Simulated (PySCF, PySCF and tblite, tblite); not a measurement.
# C₅H₂FNO: telling isomers apart by computed NMR, part 2 of 3

PySCF and tblite. Atoms count from 0.

## (10) GFN2-xTB relaxation, isomer C, conformer 1

The job: settings as JSON, then the geometry in Å.

```
{"job": {"xc": "GFN2-xTB", "basis": "xTB", "kind": "relax"}, "charge": 0, "multiplicity": 1}
N      2.957700    -1.355300    -0.573900
C      1.933300    -0.825900    -0.362700
C      0.593200    -0.168900    -0.068900
C      0.233700     1.047800     0.420500
F      0.913300     2.108600     0.877900
C     -1.208300     0.740000     0.307200
O     -2.220500     1.352500     0.562100
C     -0.838400    -0.630900    -0.258100
H     -1.170100    -1.475400     0.361400
H     -1.185100    -0.787900    -1.287900
```

Output:

```text
step      E/eV     max force
  0    -634.48528    3.577
  1    -634.57873    5.647
  2    -634.71812    2.310
  3    -634.74756    2.322
  4    -634.79574    0.531
  5    -634.81171    0.511
  6    -634.82137    0.358
  7    -634.82534    0.200
  8    -634.82829    0.276
  9    -634.83097    0.280
 10    -634.83233    0.153
 11    -634.83321    0.075
 12    -634.83365    0.056
 13    -634.83384    0.045
 14    -634.83391    0.026
 15    -634.83391    0.026
 16    -634.83393    0.025
 17    -634.83400    0.038
 18    -634.83403    0.068
 19    -634.83407    0.067
 20    -634.83415    0.046
 21    -634.83422    0.044
 22    -634.83430    0.030
 23    -634.83437    0.031
 24    -634.83444    0.035
 25    -634.83447    0.023
 26    -634.83449    0.012
 27    -634.83451    0.016
 28    -634.83451    0.013
 29    -634.83452    0.005
 30    -634.83452    0.004
 31    -634.83452    0.005
 32    -634.83452    0.004
 33    -634.83452    0.002
```

Run time: 0.39 s. Hardware: 1 thread of Intel Xeon at 2.50GHz, shared host.

Relaxing gained 0.349 eV and moved the atoms by 0.06 Å on average (rms).

## (11) Shieldings, isomer C, conformer 1: wB97X-D/pcSseg-1 in cyclohexane

The job: settings as JSON, then the geometry in Å.

```
{"job": {"xc": "wB97X-D", "basis": "pcSseg-1", "solvent": "cyclohexane", "kind": "nmr", "pop": false}, "charge": 0, "multiplicity": 1}
N      2.826499    -1.325562    -0.566166
C      1.836234    -0.792613    -0.338875
C      0.620269    -0.161950    -0.071004
C      0.255077     1.040795     0.428722
F      0.945107     2.083219     0.857794
C     -1.196645     0.752748     0.314234
O     -2.217212     1.315841     0.550138
C     -0.817197    -0.631928    -0.260241
H     -1.118817    -1.478362     0.354199
H     -1.124433    -0.797532    -1.291328
```

Output:

```text
coarse grid: 9904 points
cycle   1  E = -420.9854878873  dE =  1.871e+00  |g| = 1.046e+00  |ddm| = 3.309e+00
cycle   2  E = -420.6279662816  dE =  3.575e-01  |g| = 1.778e+00  |ddm| = 2.380e+00
cycle   3  E = -421.2159637433  dE = -5.880e-01  |g| = 7.305e-02  |ddm| = 1.498e+00
cycle   4  E = -421.2167515778  dE = -7.878e-04  |g| = 5.763e-02  |ddm| = 1.094e-01
cycle   5  E = -421.2174479309  dE = -6.964e-04  |g| = 1.130e-02  |ddm| = 5.735e-02
cycle   6  E = -421.2174875018  dE = -3.957e-05  |g| = 3.403e-03  |ddm| = 1.980e-02
cycle   7  E = -421.2174913080  dE = -3.806e-06  |g| = 1.939e-03  |ddm| = 8.648e-03
final grid: 100592 points
cycle   8  E = -421.2841437386  dE = -1.345e-04  |g| = 8.244e-03  |ddm| = 5.828e-02
cycle   9  E = -421.2841363151  dE =  7.424e-06  |g| = 1.067e-02  |ddm| = 1.555e-02
cycle  10  E = -421.2841566561  dE = -2.034e-05  |g| = 1.249e-03  |ddm| = 7.479e-03
cycle  11  E = -421.2841569316  dE = -2.755e-07  |g| = 6.606e-04  |ddm| = 1.575e-03
cycle  12  E = -421.2841570333  dE = -1.017e-07  |g| = 1.622e-04  |ddm| = 8.429e-04
cycle  13  E = -421.2841570410  dE = -7.662e-09  |g| = 5.830e-05  |ddm| = 2.578e-04
cycle  14  E = -421.2841570428  dE = -1.856e-09  |g| = 3.554e-05  |ddm| = 1.341e-04
cycle  15  E = -421.2841570434  dE = -5.112e-10  |g| = 1.051e-05  |ddm| = 7.704e-05
converged SCF energy = -421.2841570434

GIAO shielding tensors (ppm)
atom      isotropic    diamagn.    paramagn.     s11        s22        s33       span
  0 N      -82.742     340.594    -423.336   -213.678   -209.389    174.840    388.519
  1 C       71.184     257.575    -186.391    -44.536    -44.068    302.157    346.693
  2 C       58.345     261.333    -202.988    -50.146     74.154    151.027    201.173
  3 C       18.908     248.935    -230.026    -87.038     69.732     74.031    161.069
  4 F      253.289     470.752    -217.463    123.177    269.291    367.400    244.223
  5 C       -4.245     253.458    -257.703    -94.609     10.589     71.285    165.895
  6 O     -300.983     396.940    -697.922   -890.694   -341.156    328.902   1219.596
  7 C      142.291     247.709    -105.418    126.072    142.681    158.120     32.048
  8 H       28.637      28.001       0.636     25.652     27.378     32.880      7.227
  9 H       28.639      28.004       0.635     25.652     27.386     32.880      7.229
```

It took 45 s on 1 thread of Intel Xeon at 2.50GHz, shared host; peak memory 0.85 GiB.

This run: HOMO -10.38 eV, LUMO -1.36 eV; dipole 1.85 D.

## (12) Single-point energy, isomer C, conformer 1: PBE0/def2-SVP in cyclohexane

Changed since step 11:

```diff
@@ -1,2 +1,2 @@
-{"job": {"xc": "wB97X-D", "basis": "pcSseg-1", "solvent": "cyclohexane", "kind": "nmr", "pop": false}, "charge": 0, "multiplicity": 1}
+{"job": {"xc": "PBE0", "basis": "def2-SVP", "solvent": "cyclohexane", "kind": "sp"}, "charge": 0, "multiplicity": 1}
 N      2.826499    -1.325562    -0.566166
```

Output:

```text
coarse grid: 9904 points
cycle   1  E = -420.4577687572  dE =  1.587e+00  |g| = 9.184e-01  |ddm| = 4.073e+00
cycle   2  E = -419.7563336895  dE =  7.014e-01  |g| = 2.068e+00  |ddm| = 4.032e+00
cycle   3  E = -420.6295514638  dE = -8.732e-01  |g| = 1.341e-01  |ddm| = 3.079e+00
cycle   4  E = -420.6311758981  dE = -1.624e-03  |g| = 1.058e-01  |ddm| = 2.245e-01
cycle   5  E = -420.6335733057  dE = -2.397e-03  |g| = 3.043e-02  |ddm| = 1.198e-01
cycle   6  E = -420.6337615749  dE = -1.883e-04  |g| = 9.730e-03  |ddm| = 3.651e-02
cycle   7  E = -420.6337794718  dE = -1.790e-05  |g| = 3.470e-03  |ddm| = 1.098e-02
cycle   8  E = -420.6337820238  dE = -2.552e-06  |g| = 9.082e-04  |ddm| = 5.144e-03
final grid: 100592 points
cycle   9  E = -420.6972357816  dE = -5.026e-06  |g| = 1.084e-02  |ddm| = 3.164e-02
cycle  10  E = -420.6971612706  dE =  7.451e-05  |g| = 2.233e-02  |ddm| = 3.551e-02
cycle  11  E = -420.6972593922  dE = -9.812e-05  |g| = 1.315e-03  |ddm| = 2.520e-02
cycle  12  E = -420.6972597175  dE = -3.253e-07  |g| = 5.038e-04  |ddm| = 1.499e-03
cycle  13  E = -420.6972597704  dE = -5.292e-08  |g| = 1.334e-04  |ddm| = 4.551e-04
cycle  14  E = -420.6972597742  dE = -3.731e-09  |g| = 4.088e-05  |ddm| = 1.624e-04
cycle  15  E = -420.6972597745  dE = -3.228e-10  |g| = 1.028e-05  |ddm| = 6.140e-05
converged SCF energy = -420.6972597745
```

Wall time 13 s (1 thread of Intel Xeon at 2.50GHz, shared host); peak memory 0.59 GiB.

Key values: HOMO -8.29 eV, LUMO -2.96 eV; dipole 1.70 D.

## (13) Averages, isomer C: properties at wB97X-D/pcSseg-1 in cyclohexane

The job: settings as JSON, then the geometry in Å.

```
{"job": {"study": "conf", "smiles": "N#CC1=C(F)C(=O)C1", "search": {"seed": 1005, "n_embed": 45, "ff_keep": 10, "window": 2.5, "nmax": 5, "temps": [250, 298.15, 350], "t_ref": 298.15, "order": 0.001}, "level": {"nmr": {"xc": "wB97X-D", "basis": "pcSseg-1", "solvent": "cyclohexane"}, "sp": {"xc": "PBE0", "basis": "def2-SVP", "solvent": "cyclohexane"}}, "kind": "conf"}, "charge": 0, "multiplicity": 1}
N      2.826499    -1.325562    -0.566166
C      1.836234    -0.792613    -0.338875
C      0.620269    -0.161950    -0.071004
C      0.255077     1.040795     0.428722
F      0.945107     2.083219     0.857794
C     -1.196645     0.752748     0.314234
O     -2.217212     1.315841     0.550138
C     -0.817197    -0.631928    -0.260241
H     -1.118817    -1.478362     0.354199
H     -1.124433    -0.797532    -1.291328
```

Output:

```text
conformer  sym    E(xTB)   E(DFT)   G(298.15 K)  weight  dipole/D
    1     Cs      0.000    0.000    0.000   1.0000    1.696

mean shielding (ppm) by class
class atoms           250 K   298.15 K      350 K
  0 N  0            -82.742    -82.742    -82.742
  1 C  1             71.184     71.184     71.184
  2 C  2             58.345     58.345     58.345
  3 C  3             18.909     18.909     18.909
  4 F  4            253.289    253.289    253.289
  5 C  5             -4.245     -4.245     -4.245
  6 O  6           -300.983   -300.983   -300.983
  7 C  7            142.291    142.291    142.291
  8 H  8,9           28.638     28.638     28.638
```

Run time: 59 s. Hardware: 1 thread of Intel Xeon at 2.50GHz, shared host. This counts the runs that the step sums up.

The search (ETKDG and KDG, MMFF94s, GFN2-xTB) embedded 45 structures, kept 1 distinct ones after the force field and 1 after xTB; 1 was carried on (window 2.5 kcal/mol at the search's own energies). Energies: PBE0/def2-SVP in cyclohexane with D3(BJ).

The conformers at 298 K:

```csv
no.,group,mirror pair,ΔE xTB,ΔE DFT,ΔG,weight (%),μ (D),"A, B, C (GHz)"
1,Cs,no,0.00,0.00,0.00,100.0,1.70,"4.20, 1.50, 1.11"
```

Energies in kcal/mol. ΔG holds xTB vibrations and rotation, symmetry numbers and mirror pairs.

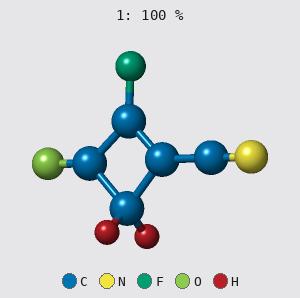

The one conformer.

Shifts against references run at the same level ($^{13}$C TMS 187.4, $^{1}$H TMS 31.82 ppm of shielding), by class of atoms, at 298 K:

| atoms | environment | average |
| --- | --- | --- |
| C5 | ketone carbonyl carbon | 191.7 |
| C3 | α carbon of a C=C–C=O unit | 168.5 |
| C2 | β carbon of a C=C–C=O unit | 129.1 |
| C1 | nitrile carbon | 116.2 |
| C7 | sp3 CH2 α to a carbonyl | 45.1 |
| H8, H9 | hydrogen on an sp3 CH2 α to a carbonyl | 3.18 |
| N0 | nitrile nitrogen | -82.7 (σ) |
| F4 | vinylic fluorine | 253.3 (σ) |
| O6 | ketone oxygen | -301.0 (σ) |

## (14) GFN2-xTB relaxation, isomer D, conformer 1

The job: settings as JSON, then the geometry in Å.

```
{"job": {"xc": "GFN2-xTB", "basis": "xTB", "kind": "relax"}, "charge": 0, "multiplicity": 1}
C      1.749400     0.471300     0.021600
C      0.637000    -0.276700     0.020700
O      0.425900    -1.552800     0.092100
C     -0.860900    -1.367500     0.035800
F     -1.908400    -2.220000     0.065600
C     -0.750300    -0.052900    -0.022500
C     -1.542800     1.226900    -0.110700
N     -2.140500     2.217300    -0.169800
H      1.685000     1.552300    -0.033100
H      2.714500     0.006900     0.077800
```

Output:

```text
step      E/eV     max force
  0    -633.51605    8.211
  1    -634.05067    6.507
  2    -634.38409    2.315
  3    -634.46054    1.203
  4    -634.47733    1.343
  5    -634.48170    1.272
  6    -634.49423    0.244
  7    -634.49612    0.122
  8    -634.49757    0.169
  9    -634.49897    0.145
 10    -634.50030    0.113
 11    -634.50140    0.096
 12    -634.50229    0.109
 13    -634.50320    0.108
 14    -634.50452    0.155
 15    -634.50660    0.198
 16    -634.50939    0.179
 17    -634.51199    0.141
 18    -634.51336    0.091
 19    -634.51391    0.073
 20    -634.51429    0.067
 21    -634.51456    0.049
 22    -634.51476    0.050
 23    -634.51494    0.040
 24    -634.51510    0.031
 25    -634.51510    0.031
 26    -634.51517    0.027
 27    -634.51531    0.029
 28    -634.51536    0.039
 29    -634.51543    0.078
 30    -634.51551    0.031
 31    -634.51556    0.023
 32    -634.51562    0.022
 33    -634.51568    0.033
 34    -634.51574    0.034
 35    -634.51577    0.017
 36    -634.51578    0.010
 37    -634.51579    0.007
 38    -634.51579    0.006
 39    -634.51579    0.005
 40    -634.51579    0.008
 41    -634.51580    0.008
 42    -634.51580    0.005
 43    -634.51580    0.005
 44    -634.51581    0.006
 45    -634.51581    0.009
 46    -634.51582    0.009
 47    -634.51583    0.007
 48    -634.51583    0.005
 49    -634.51583    0.004
```

Wall time 0.6 s (1 thread of Intel Xeon at 2.50GHz, shared host).

The energy fell by 1.000 eV, and the atoms moved 0.11 Å (root mean square).

## (15) Shieldings, isomer D, conformer 1: wB97X-D/pcSseg-1 in cyclohexane

The job: settings as JSON, then the geometry in Å.

```
{"job": {"xc": "wB97X-D", "basis": "pcSseg-1", "solvent": "cyclohexane", "kind": "nmr", "pop": false}, "charge": 0, "multiplicity": 1}
C      1.808330     0.450762     0.025281
C      0.659826    -0.184418     0.025069
O      0.420629    -1.593205     0.090365
C     -0.905753    -1.281953     0.038203
F     -1.839646    -2.192311     0.058975
C     -0.797866     0.067083    -0.027908
C     -1.622590     1.184132    -0.107772
N     -2.286550     2.117180    -0.174098
H      1.834194     1.523744    -0.029618
H      2.738309    -0.086359     0.078975
```

Output:

```text
coarse grid: 9904 points
cycle   1  E = -420.9908302297  dE =  1.962e+00  |g| = 9.333e-01  |ddm| = 3.339e+00
cycle   2  E = -420.8451096950  dE =  1.457e-01  |g| = 1.325e+00  |ddm| = 1.751e+00
cycle   3  E = -421.1827516782  dE = -3.376e-01  |g| = 1.109e-01  |ddm| = 1.032e+00
cycle   4  E = -421.1842728703  dE = -1.521e-03  |g| = 7.889e-02  |ddm| = 1.308e-01
cycle   5  E = -421.1856434396  dE = -1.371e-03  |g| = 1.235e-02  |ddm| = 7.202e-02
cycle   6  E = -421.1856835785  dE = -4.014e-05  |g| = 5.579e-03  |ddm| = 1.689e-02
cycle   7  E = -421.1856918825  dE = -8.304e-06  |g| = 1.235e-03  |ddm| = 7.684e-03
final grid: 100592 points
cycle   8  E = -421.2516666236  dE = -1.244e-04  |g| = 7.523e-03  |ddm| = 5.201e-02
cycle   9  E = -421.2516627875  dE =  3.836e-06  |g| = 9.096e-03  |ddm| = 1.312e-02
cycle  10  E = -421.2516771392  dE = -1.435e-05  |g| = 9.800e-04  |ddm| = 6.193e-03
cycle  11  E = -421.2516773004  dE = -1.612e-07  |g| = 7.722e-04  |ddm| = 1.398e-03
cycle  12  E = -421.2516774288  dE = -1.284e-07  |g| = 1.110e-04  |ddm| = 7.620e-04
cycle  13  E = -421.2516774358  dE = -7.080e-09  |g| = 7.666e-05  |ddm| = 2.538e-04
cycle  14  E = -421.2516774381  dE = -2.267e-09  |g| = 2.045e-05  |ddm| = 1.254e-04
cycle  15  E = -421.2516774383  dE = -2.395e-10  |g| = 7.226e-06  |ddm| = 4.788e-05
converged SCF energy = -421.2516774383

GIAO shielding tensors (ppm)
atom      isotropic    diamagn.    paramagn.     s11        s22        s33       span
  0 C       86.907     254.414    -167.506     -6.484     92.433    174.774    181.258
  1 C       31.132     257.832    -226.699    -74.686     66.115    101.968    176.654
  2 O      102.367     402.711    -300.345     30.222    136.107    140.772    110.550
  3 C        6.191     253.057    -246.866    -82.552     34.607     66.518    149.070
  4 F      228.049     468.064    -240.015    116.040    270.527    297.578    181.538
  5 C      117.754     254.232    -136.478     83.291    133.875    136.097     52.805
  6 C       73.147     259.084    -185.937    -39.188    -35.628    294.255    333.443
  7 N      -46.255     342.425    -388.680   -233.598   -144.795    239.628    473.226
  8 H       26.320      30.246      -3.926     24.582     24.836     29.541      4.959
  9 H       26.184      27.787      -1.602     23.666     24.678     30.209      6.544
```

Wall time 45 s (1 thread of Intel Xeon at 2.50GHz, shared host); peak memory 0.85 GiB.

This run: HOMO -9.42 eV, LUMO -0.03 eV; dipole 3.73 D.

## (16) Single-point energy, isomer D, conformer 1: PBE0/def2-SVP in cyclohexane

Changed since step 15:

```diff
@@ -1,2 +1,2 @@
-{"job": {"xc": "wB97X-D", "basis": "pcSseg-1", "solvent": "cyclohexane", "kind": "nmr", "pop": false}, "charge": 0, "multiplicity": 1}
+{"job": {"xc": "PBE0", "basis": "def2-SVP", "solvent": "cyclohexane", "kind": "sp"}, "charge": 0, "multiplicity": 1}
 C      1.808330     0.450762     0.025281
```

Output:

```text
coarse grid: 9904 points
cycle   1  E = -420.4505907031  dE =  1.684e+00  |g| = 8.291e-01  |ddm| = 4.199e+00
cycle   2  E = -420.0338933840  dE =  4.167e-01  |g| = 1.590e+00  |ddm| = 2.316e+00
cycle   3  E = -420.5963073662  dE = -5.624e-01  |g| = 1.844e-01  |ddm| = 1.607e+00
cycle   4  E = -420.6012951369  dE = -4.988e-03  |g| = 1.115e-01  |ddm| = 2.180e-01
cycle   5  E = -420.6038412245  dE = -2.546e-03  |g| = 2.324e-02  |ddm| = 9.567e-02
cycle   6  E = -420.6039669442  dE = -1.257e-04  |g| = 6.843e-03  |ddm| = 2.912e-02
cycle   7  E = -420.6039757097  dE = -8.766e-06  |g| = 2.564e-03  |ddm| = 8.299e-03
final grid: 100592 points
cycle   8  E = -420.6667046253  dE = -1.588e-05  |g| = 7.971e-03  |ddm| = 3.615e-02
cycle   9  E = -420.6666872402  dE =  1.739e-05  |g| = 1.246e-02  |ddm| = 1.957e-02
cycle  10  E = -420.6667174087  dE = -3.017e-05  |g| = 1.096e-03  |ddm| = 1.270e-02
cycle  11  E = -420.6667176605  dE = -2.519e-07  |g| = 3.739e-04  |ddm| = 1.348e-03
cycle  12  E = -420.6667176888  dE = -2.829e-08  |g| = 1.339e-04  |ddm| = 3.691e-04
cycle  13  E = -420.6667176926  dE = -3.766e-09  |g| = 4.029e-05  |ddm| = 1.406e-04
cycle  14  E = -420.6667176929  dE = -3.536e-10  |g| = 9.647e-06  |ddm| = 4.990e-05
converged SCF energy = -420.6667176929
```

Run time: 14 s. Hardware: 1 thread of Intel Xeon at 2.50GHz, shared host; peak memory 0.59 GiB.

Key values: HOMO -7.52 eV, LUMO -1.65 eV; dipole 3.61 D.

## (17) Averages, isomer D: properties at wB97X-D/pcSseg-1 in cyclohexane

The job: settings as JSON, then the geometry in Å.

```
{"job": {"study": "conf", "smiles": "C=C1OC(F)=C1C#N", "search": {"seed": 1005, "n_embed": 45, "ff_keep": 10, "window": 2.5, "nmax": 5, "temps": [250, 298.15, 350], "t_ref": 298.15, "order": 0.001}, "level": {"nmr": {"xc": "wB97X-D", "basis": "pcSseg-1", "solvent": "cyclohexane"}, "sp": {"xc": "PBE0", "basis": "def2-SVP", "solvent": "cyclohexane"}}, "kind": "conf"}, "charge": 0, "multiplicity": 1}
C      1.808330     0.450762     0.025281
C      0.659826    -0.184418     0.025069
O      0.420629    -1.593205     0.090365
C     -0.905753    -1.281953     0.038203
F     -1.839646    -2.192311     0.058975
C     -0.797866     0.067083    -0.027908
C     -1.622590     1.184132    -0.107772
N     -2.286550     2.117180    -0.174098
H      1.834194     1.523744    -0.029618
H      2.738309    -0.086359     0.078975
```

Output:

```text
conformer  sym    E(xTB)   E(DFT)   G(298.15 K)  weight  dipole/D
    1     Cs      0.000    0.000    0.000   1.0000    3.610

mean shielding (ppm) by class
class atoms           250 K   298.15 K      350 K
  0 C  0             86.907     86.907     86.907
  1 C  1             31.132     31.132     31.132
  2 O  2            102.367    102.367    102.367
  3 C  3              6.191      6.191      6.191
  4 F  4            228.049    228.049    228.049
  5 C  5            117.754    117.754    117.754
  6 C  6             73.147     73.147     73.147
  7 N  7            -46.255    -46.255    -46.255
  8 H  8              26.32      26.32      26.32
  9 H  9             26.184     26.184     26.184
```

It took 62 s on 1 thread of Intel Xeon at 2.50GHz, shared host. This counts the runs that the step sums up.

The search (ETKDG and KDG, MMFF94s, GFN2-xTB) embedded 45 structures, kept 1 distinct ones after the force field and 1 after xTB; 1 was carried on (window 2.5 kcal/mol at the search's own energies). Energies: PBE0/def2-SVP in cyclohexane with D3(BJ).

Conformer by conformer (298 K):

| no. | group | mirror pair | ΔE xTB | ΔE DFT | ΔG | weight (%) | μ (D) | A, B, C (GHz) |
| --- | --- | --- | --- | --- | --- | --- | --- | --- |
| 1 | Cs | no | 0.00 | 0.00 | 0.00 | 100.0 | 3.61 | 2.62, 2.11, 1.17 |

Energies in kcal/mol. ΔG holds xTB vibrations and rotation, symmetry numbers and mirror pairs.

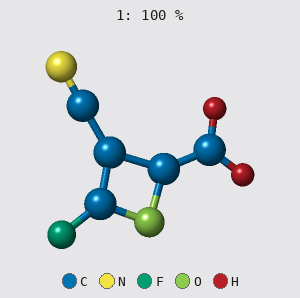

The one conformer.

Shifts against references run at the same level ($^{13}$C TMS 187.4, $^{1}$H TMS 31.82 ppm of shielding), by class of atoms, at 298 K:

```
atoms                                                  environment    average
   C3                                 alkene carbon bearing oxygen      181.2
   C1                                 alkene carbon bearing oxygen      156.3
   C6                                               nitrile carbon      114.3
   C0                β carbon of an enol-ether or enamine type C=C      100.5
   C5                β carbon of an enol-ether or enamine type C=C       69.7
   H9  hydrogen on a β carbon of an enol-ether or enamine type C=C       5.64
   H8  hydrogen on a β carbon of an enol-ether or enamine type C=C       5.50
   O2                                                 ether oxygen  102.4 (σ)
   F4                                             vinylic fluorine  228.0 (σ)
   N7                                             nitrile nitrogen  -46.3 (σ)
```

Effective distances for nuclear Overhauser effects, ⟨r⁻⁶⟩^(−1/6) over all pairs of two classes (Å): H8···H9 1.85.

## (18) GFN2-xTB relaxation, isomer E, conformer 1

The job: settings as JSON, then the geometry in Å.

```
{"job": {"xc": "GFN2-xTB", "basis": "xTB", "kind": "relax"}, "charge": 0, "multiplicity": 1}
C      2.506800    -0.585600    -0.027000
C      1.322400    -0.313500    -0.023200
C     -0.048700    -0.008500     0.004800
C     -1.093300    -0.878600     0.165000
O     -2.275100    -0.216000     0.135200
N     -2.031000     1.138500    -0.081000
C     -0.695600     1.238200    -0.153600
F     -0.048600     2.400000    -0.340900
H      3.543300    -0.816900    -0.036800
H     -1.171400    -1.953000     0.335000
```

Output:

```text
step      E/eV     max force
  0    -634.50406    2.141
  1    -634.56288    3.806
  2    -634.58500    2.581
  3    -634.63558    0.589
  4    -634.64352    0.275
  5    -634.64757    0.209
  6    -634.64935    0.092
  7    -634.64978    0.082
  8    -634.65062    0.079
  9    -634.65091    0.052
 10    -634.65110    0.038
 11    -634.65110    0.038
 12    -634.65118    0.033
 13    -634.65129    0.107
 14    -634.65130    0.108
 15    -634.65139    0.023
 16    -634.65143    0.020
 17    -634.65159    0.079
 18    -634.65175    0.100
 19    -634.65199    0.083
 20    -634.65224    0.052
 21    -634.65248    0.061
 22    -634.65262    0.065
 23    -634.65271    0.040
 24    -634.65279    0.034
 25    -634.65286    0.032
 26    -634.65293    0.037
 27    -634.65298    0.021
 28    -634.65301    0.012
 29    -634.65302    0.012
 30    -634.65303    0.009
 31    -634.65303    0.008
 32    -634.65304    0.007
 33    -634.65304    0.006
 34    -634.65304    0.005
 35    -634.65305    0.006
 36    -634.65305    0.004
 37    -634.65305    0.003
```

It took 0.57 s on 1 thread of Intel Xeon at 2.50GHz, shared host.

Gain 0.149 eV; displacement 0.05 Å root mean square.

(Continued in part 3 of 3.)
